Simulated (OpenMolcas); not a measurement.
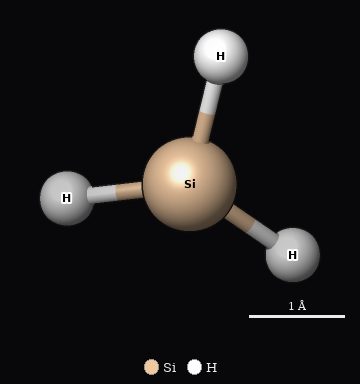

The input geometry (ball-and-stick view, seen at a tilt).

# Geometry relaxation, with input and output: SiH3 (part 1 of 4)

System: SiH3, multiplicity 2, SMILES [SiH3].
Method: CASSCF/def2-SVP (OpenMolcas 26.06).

The geometry comes from this level: GFN2-xTB.

Input:
```
* H3Si CASSCF
&GATEWAY
Coord
geom.xyz
Basis
def2-SVP
Group
NoSym
RICD
>>> COPY $CurrDir/step2.RasOrb $Project.RasOrb
>>> EXPORT MOLCAS_MAXITER=40
>>> Do While
&SEWARD
&RASSCF
FileOrb
$Project.RasOrb
Spin
2
Nactel
7 0 0
Inactive
5
Ras2
7
OrbListing
Nothing
OrbAppear
Compact
&SLAPAF
>>> EndDo
```

File geom.xyz:
```
4

Si     0.206560    -0.018900    -0.115090
H      0.587110     0.661780     1.105640
H     -0.194960    -1.401590     0.043390
H     -0.598710     0.758710    -1.033940
```

Run on 1 thread of Arm Neoverse V1, 24 GiB of memory available, shared host.

Command:
```bash
export MOLCAS_MEM=1860
pymolcas step8.inp > step8.log
```

The program's output:
```
--- Start Module: gateway ---

                                              &GATEWAY

                       available to each process: 1.9 GB of memory, 1 thread

++    Symmetry information:
      ---------------------

                    Character Table for C1

                             E
                    a        1  x, y, xy, Rz, z, xz, Ry, yz, Rx, I
--

++    Basis set information:
      ----------------------

      Basis set label: SI.DEF2-SVP.........

      Electronic valence basis set:
      ------------------
      Associated Effective Charge  14.000000 au
      Associated Actual Charge     14.000000 au
      Nuclear Model: Point charge

      Shell  nPrim  nBasis  Cartesian Spherical Contaminant
         s      10       4        X
         p       7       3        X
         d       1       1                 X

      Basis set label: H.DEF2-SVP.........

      Electronic valence basis set:
      ------------------
      Associated Effective Charge   1.000000 au
      Associated Actual Charge      1.000000 au
      Nuclear Model: Point charge

      Shell  nPrim  nBasis  Cartesian Spherical Contaminant
         s       4       2        X
         p       1       1        X
--

++    Molecular structure info:
      -------------------------

                    ************************************************
                    **** Cartesian Coordinates / bohr, angstrom ****
                    ************************************************

     Center  Label                x              y              z                     x              y              z
        1      SI1              0.390342      -0.035716      -0.217489              0.206560      -0.018900      -0.115090
        2      H2               1.109477       1.250583       2.089357              0.587110       0.661780       1.105640
        3      H3              -0.368421      -2.648621       0.081995             -0.194960      -1.401590       0.043390
        4      H4              -1.131398       1.433754      -1.953863             -0.598710       0.758710      -1.033940

                    ***************************************
                    *    InterNuclear Distances / bohr    *
                    ***************************************

               1 SI1           2 H2            3 H3            4 H4
    1 SI1      0.000000
    2 H2       2.737381        0.000000
    3 H3       2.737277        4.627902        0.000000
    4 H4       2.736792        4.626305        4.625218        0.000000

                    *******************************************
                    *    InterNuclear Distances / angstrom    *
                    *******************************************

               1 SI1           2 H2            3 H3            4 H4
    1 SI1      0.000000
    2 H2       1.448560        0.000000
    3 H3       1.448505        2.448980        0.000000
    4 H4       1.448248        2.448135        2.447560        0.000000

                    **************************************
                    *    Valence Bond Angles / degree    *
                    **************************************
                          Atom centers                 Phi
                      2 H2       1 SI1      3 H3       115.41
                      2 H2       1 SI1      4 H4       115.37
                      3 H3       1 SI1      4 H4       115.33
--

            Nuclear Potential Energy             15.99286863 au

--- Stop Module: gateway /rc=_RC_ALL_IS_WELL_ ---

>>> COPY step2.RasOrb step8.RasOrb

>>> EXPORT MOLCAS_MAXITER = 40

--- Start Module: seward ---

                                              &SEWARD

                       available to each process: 1.9 GB of memory, 1 thread

               SEWARD will generate:
                  Multipole Moment integrals up to order  2
                  Kinetic Energy integrals
                  Nuclear Attraction integrals (point charge)
                  One-Electron Hamiltonian integrals
                  Velocity integrals
                  Orbital angular momentum around (  0.3396  -0.0311  -0.1892 )
                  Velocity quadrupole around (  0.3396  -0.0311  -0.1892 )
                  RI decomposed two-electron repulsion integrals stored Cholesky style
                   - acCD auxiliary basis
                   - CD Threshold:   1.00E-04

                   Integrals are discarded if absolute value <: 1.00E-14
                   Integral cutoff threshold is set to       <: 1.00E-16

            Nuclear Potential Energy             15.99286863 au

      Basis set specifications :
      Symmetry species         a
      Basis functions           33

--- Stop Module: seward /rc=_RC_ALL_IS_WELL_ ---

--- Start Module: rasscf ---

                                              &RASSCF

                       available to each process: 1.9 GB of memory, 1 thread

      Header of the ONEINT file:
      --------------------------

      OrdInt status: non-squared

      Cartesian coordinates in angstrom:
      -----------------------------------------------------
      No.  Label        X            Y            Z
      -----------------------------------------------------
       1   SI1        0.20656000  -0.01890000  -0.11509000
       2   H2         0.58711000   0.66178000   1.10564000
       3   H3        -0.19496000  -1.40159000   0.04339000
       4   H4        -0.59871000   0.75871000  -1.03394000
      -----------------------------------------------------
      Nuclear repulsion energy =   15.99286863

++    Wave function specifications:
      -----------------------------

      Number of closed shell electrons          10
      Number of electrons in active shells       7
      Max number of holes in RAS1 space          0
      Max nr of electrons in RAS3 space          0
      Number of inactive orbitals                5
      Number of active orbitals                  7
      Number of secondary orbitals              21
      Spin quantum number                      0.5
      State symmetry                             1
--

++    Orbital specifications:
      -----------------------

      Symmetry species                           1
                                                 a
      Frozen orbitals                            0
      Inactive orbitals                          5
      Active orbitals                            7
      RAS1 orbitals                              0
      RAS2 orbitals                              7
      RAS3 orbitals                              0
      Secondary orbitals                        21
      Deleted orbitals                           0
      Number of basis functions                 33
--

++    CI expansion specifications:
      ----------------------------

      Number of CSFs                           784
      Number of determinants                  1225
      Number of root(s) required                 1
      Root chosen for geometry opt.              1
      CI root used                               1

      highest root included in the CI            1
      max. size of the explicit Hamiltonian    200
--

++    Optimization specifications:
      ----------------------------

      RASSCF algorithm: LK RI/DF
      Maximum number of macro iterations       200
      Maximum number of SX iterations          100
      Threshold for RASSCF energy            1.000E-08
      Threshold for max MO rotation          1.000E-01
      Threshold for max BLB element          1.000E-04
      Level shift parameter                  5.000E-01
      Make Quasi-Newton update
--

      The MO-coefficients are taken from the file:
      step8.RasOrb
      Title: RASSCF average (pseudo-natural) orbitals

      Total molecular charge    0.00

      ************************************************************************************************************************
      *                                            Wave function control section                                             *
      ************************************************************************************************************************

                                         RASSCF iterations: Energy and convergence statistics
                                         ----------------------------------------------------

          iter iter root      energy       change     param      element    value   shift minimum  type update hh:mm:ss
 Nr of preliminary CI iterations:   4
        1   1    9    1  -290.56370148    0.00E+00   6.98E-02    9  22 1  4.27E-02*  0.10   0.00    SX    NO    0:00:00
        2   3    8    1  -290.56854515   -4.84E-03* -5.33E-02    9  22 1  1.51E-02*  0.10   0.00    SX    NO    0:00:00
        3   3    7    1  -290.56981877   -1.27E-03*  3.87E-02    9  22 1  7.27E-03*  0.10   0.00    SX    NO    0:00:00
        4   4    7    1  -290.57036999   -5.51E-04*  2.79E-02    9  22 1  4.09E-03*  0.10   0.00    SX    NO    0:00:00
        5   4    7    1  -290.57064501   -2.75E-04*  3.61E-02    9  22 1  2.48E-03*  0.09   2.50    LS   YES    0:00:00
        6   4    7    1  -290.57086975   -2.25E-04*  3.47E-02    6  23 1  1.28E-03*  0.09   2.11    LS   YES    0:00:00
        7   4    7    1  -290.57095180   -8.21E-05*  1.51E-02    9  22 1 -1.33E-03*  0.09   1.15    QN   YES    0:00:00
        8   3    7    1  -290.57099167   -3.99E-05*  2.08E-02    9  22 1 -1.03E-03*  0.09   2.50    LS   YES    0:00:00
        9   4    7    1  -290.57102207   -3.04E-05*  1.68E-02    6  23 1 -8.34E-04*  0.09   1.59    QN   YES    0:00:00
       10   4    6    1  -290.57103786   -1.58E-05*  5.03E-03    6  23 1 -5.38E-04*  0.09   1.33    QN   YES    0:00:00
       11   3    6    1  -290.57104036   -2.50E-06*  1.54E-03    6  23 1 -1.14E-04*  0.09   1.31    QN   YES    0:00:00
       12   3    5    1  -290.57104094   -5.82E-07*  1.39E-03    8  22 1 -6.42E-05   0.09   1.61    QN   YES    0:00:00
       13   3    5    1  -290.57104120   -2.55E-07* -6.45E-04    6  23 1  9.55E-05   0.09   1.36    QN   YES    0:00:00
       14   3    5    1  -290.57104126   -5.78E-08* -1.92E-04    6  23 1  4.61E-05   0.09   1.34    QN   YES    0:00:00
       15   3    4    1  -290.57104127   -9.58E-09  -4.11E-05    6  17 1  1.08E-05   0.09   1.20    QN   YES    0:00:00
      Convergence after 15 iterations
       16   1    4    1  -290.57104127   -7.25E-10  -4.11E-05    8  22 1  3.54E-06   0.09   1.20    QN   YES    0:00:00

      ************************************************************************************************************************
                                                      Wave function printout:
                       occupation of active orbitals, and spin coupling of open shells (u,d: Spin up or down)
      ************************************************************************************************************************

      Note: transformation to natural orbitals
      has been made, which may change the order of the CSFs.

      printout of CI-coefficients larger than  0.05 for root  1
      energy=    -290.571041
      conf/sym  1111111     Coeff  Weight
             1  222u000   0.98397 0.96819

      Natural orbitals and occupation numbers for root  1
      sym 1:   1.976939   1.976945   1.985428   1.000057   0.028504   0.016069   0.016059

      ************************************************************************************************************************
      *                                                    Final results                                                     *
      ************************************************************************************************************************

++    Final optimization conditions:
      ------------------------------

      Average CI energy                            -290.57104127
      RASSCF energy for state  1                   -290.57104127
      Super-CI energy                                -0.00000000
      RASSCF energy change                            0.00000000
      Max change in MO coefficients              -8.286E-05
      Max non-diagonal density matrix element    -4.114E-05
      Maximum BLB matrix element                  3.536E-06
      (orbital pair   8,  22 in symmetry   1)
      Norm of electronic gradient            7.325E-06
--

      Final state energy(ies):
      ------------------------

::    RASSCF root number  1 Total energy:   -290.57104127
      Von Neumann Entropy (Root   1) =  0.74274

      Mulliken population analysis for root number:  1
      -----------------------------------------------

++    Molecular charges:
      ------------------

      Mulliken charges per centre
      ---------------------------

                SI1     H2      H3      H4
      Total   13.7164  1.0945  1.0945  1.0946

      N-E      0.2836 -0.0945 -0.0945 -0.0946

      Total electronic charge=   17.000000

      Total            charge=   -0.000000
--

      Expectation values of various properties for root number:  1
      -----------------------------------------------------------

++    Molecular properties:
      ---------------------

      Charge (e):
                      =   -0.0000
      Dipole Moment (debye):
      Origin of the operator (angstrom)=    0.1797   -0.0164   -0.1001
                   X= -2.0226E-01               Y=  1.8589E-02               Z=  1.1395E-01           Total=  2.3289E-01
      Quadrupole Moment (debye*angstrom):
      Origin of the operator (angstrom)=    0.1797   -0.0164   -0.1001
                  XX= -1.6225E+01              XY=  2.3047E-02              XZ=  1.4023E-01              YY= -1.5976E+01
                  YZ= -1.2798E-02              ZZ= -1.6052E+01
      In traceless form (debye*angstrom)
                  XX= -2.1148E-01              XY=  3.4571E-02              XZ=  2.1035E-01              YY=  1.6268E-01
                  YZ= -1.9197E-02              ZZ=  4.8808E-02
--

      Mulliken spin population analysis for root number:  1
      ---------------------------------------------------

++    Molecular charges:
      ------------------

      Mulliken spin population per centre
      ---------------------------

                SI1     H2      H3      H4
      Total    1.0535 -0.0178 -0.0178 -0.0179

      Total electronic spin=    1.000000
--

      Average orbitals are written to the RASORB file
      Natural orbitals for root   1 are written to the RASORB.1 file
      Spin density orbitals for root   1 are written to the SPDORB.1 file

--- Stop Module: rasscf /rc=_RC_ALL_IS_WELL_ ---
--- Module rasscf spent 1 second ---

--- Start Module: slapaf ---

                                              &SLAPAF

                       available to each process: 1.9 GB of memory, 1 thread

--- Stop Module: slapaf /rc=_RC_INVOKED_OTHER_MODULE_ ---

--- Start Module: alaska ---

                                              &ALASKA

                       available to each process: 1.9 GB of memory, 1 thread

                     Threshold for contributions to the gradient: 1.000E-07

                    ********************************************
                    * Symmetry Adapted Cartesian Displacements *
                    ********************************************

           Irreducible representation : a
           Basis function(s) of irrep: x, y, xy, Rz, z, xz, Ry, yz, Rx, I

 Basis Label        Type   Center Phase
   1   SI1          x         1     1
   2   SI1          y         1     1
   3   SI1          z         1     1
   4   H2           x         2     1
   5   H2           y         2     1
   6   H2           z         2     1
   7   H3           x         3     1
   8   H3           y         3     1
   9   H3           z         3     1
  10   H4           x         4     1
  11   H4           y         4     1
  12   H4           z         4     1

                     No automatic utilization of translational and rotational invariance of the energy is employed.

 RI-ERI gradients!

 **************************************************
 *              Molecular gradients               *
 **************************************************

  Irreducible representation: a
 ------------------------------------------------------------------------------------------
                              X                       Y                       Z
 ------------------------------------------------------------------------------------------
  SI1              -2.20253939818140E-02    2.05469819003884E-03    1.22244102972688E-02
  H2               -1.35431454716362E-03   -9.32349298005275E-03   -1.82266442717074E-02
  H3                8.97775704533965E-03    1.79942804048245E-02   -4.19594374403057E-03
  H4                1.44019514836393E-02   -1.07254856148171E-02    1.01981777184617E-02
 ------------------------------------------------------------------------------------------

--- Stop Module: alaska /rc=_RC_ALL_IS_WELL_ ---

--- Start Module: slapaf ---

                                              &SLAPAF

                       available to each process: 1.9 GB of memory, 1 thread

++       Slapaf input parameters:
         ------------------------
```
